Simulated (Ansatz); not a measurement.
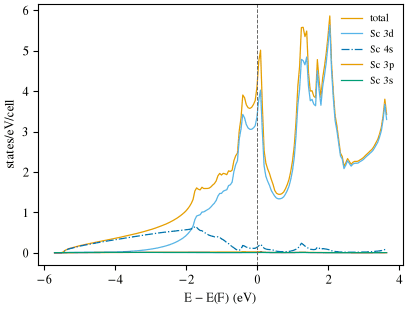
Fig. 1. Total and projected density of states of Sc (hcp (Mg type), P6_3/mmc), DFT-r²SCAN+D4 in the program Ansatz with PAW potentials

Q: Which orbitals carry the states next to the Fermi level?

A: Within 0.5 eV of the Fermi level: Sc 3d 85 %, outside the projected shells 11 %. Projections are on Löwdin-orthogonalised atomic valence shells; empty p or d shells of many metals are not among them.

Q: Where is the tallest occupied peak in this window, and what makes it?

A: Near -0.4 eV, about 3.9 states/eV per cell; the largest projected share is Sc 3d.

The r²SCAN+D4 relaxation kept the symmetry of its start. The run is not spin-polarised. The pairwise dispersion correction was not fitted to metals.

Potentials: the later of the program's two PAW sets.
